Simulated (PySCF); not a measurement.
**Cd₂H₆N₂ ((HCd-mu-NH2)2): density, localisation and related maps**

Input file:

```
{"job": {"kind": "sp", "xc": "BP86", "basis": "ma-def2-SVP", "d3": "d3bj", "grid": 2}, "charge": 0, "multiplicity": 1}
Cd     1.347286     0.132492     1.017864
H      2.592340     0.170921     2.156403
N      0.574627    -1.205872    -0.623923
Cd    -1.481628    -0.293623    -0.770077
H     -3.009494    -0.673461    -1.378834
N     -0.475048     1.323277     0.436502
H      0.612279    -2.221102    -0.442626
H      1.111921    -1.097302    -1.500270
H     -0.229332     2.141232    -0.145895
H     -1.024274     1.733020     1.208021
```

Launched as:

```sh
OMP_NUM_THREADS=1 python redox_run.py task.json out
```

Geometry: BP86-D3(BJ)/def2-SVP; core potentials replace the inner electrons of Cd.

Computed with PySCF, DFT single point, gas phase, functional BP86.

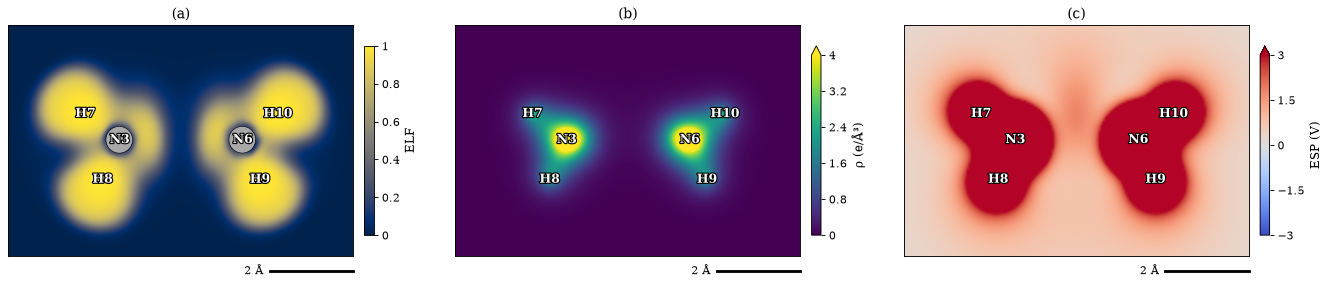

Figure 1. (a) electron localisation function; (b) electron density; (c) electrostatic potential on the plane of atoms H7, N3 and H8. Grey discs cover the atomic cores in the ELF map.

Describe what can be read from this map.

Answer.
- The plane passes through N and H nuclei.
- N–H (1.03 Å): ρ at the midpoint is about 2.7 e/Å³; the ELF climbs to about 1 towards the hydrogen, as it does in any bond to H; an ordinary covalent bond to hydrogen.
- The potential has no marked negative region in this plane.

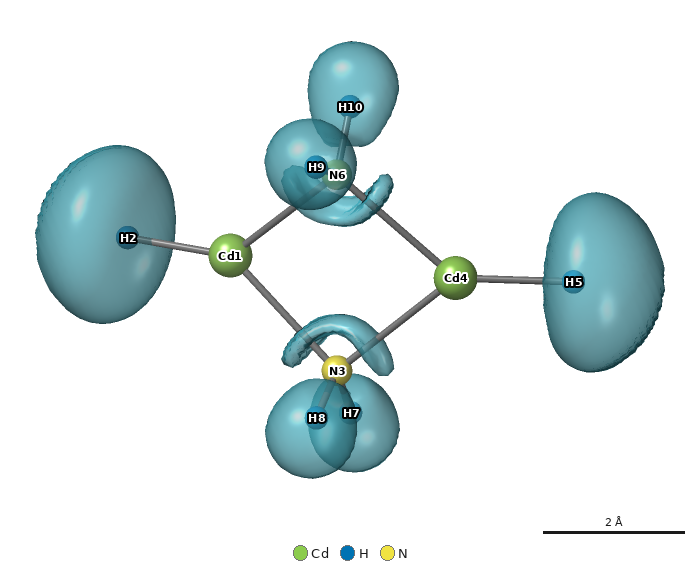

Figure 2. Isosurface of the electron localisation function at 0.85 (cyan), seen at a tilt. Core shells and regions of very low density are left out.

Where are the electrons localised?

Answer. The surface consists of six regions around hydrogen nuclei and two regions wrapped around N (the valence shell of each). Along the contacts the grid gives the following. Cd–N (2.25 Å): the ELF peaks at about 0.90 in the valence shell of N, 0.6 Å from its nucleus, and is about 0.15 at the midpoint.

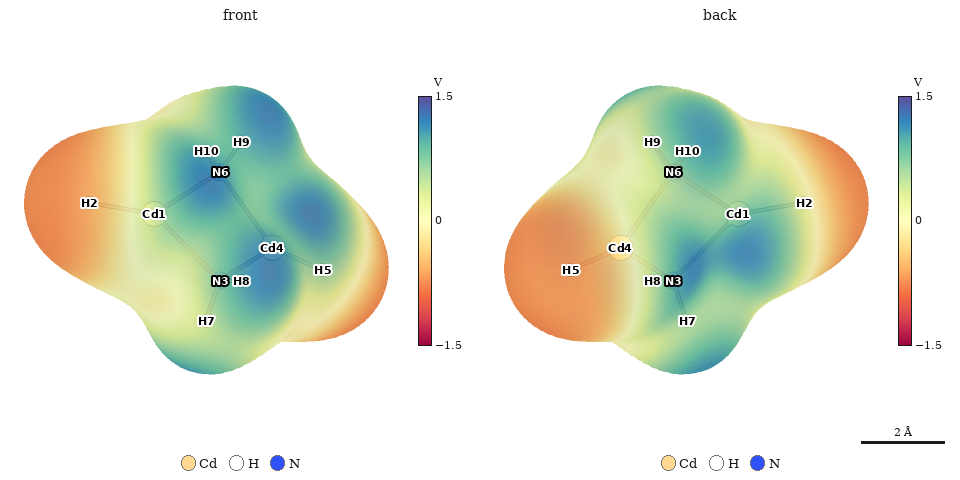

Figure 3. The molecular electrostatic potential painted on the density surface at 0.001 e/bohr³, seen from the front and from behind; the colour scale runs from red (negative) to blue (positive).

Which sites attract a positive test charge, and which a negative one?

Answer. A positive charge is drawn to the negative regions and a negative charge to the positive ones. The most negative region (about −0.8 V) lies over H2 and H5, the most positive (about +1.2 V) over Cd1, Cd4, H8 and H9.
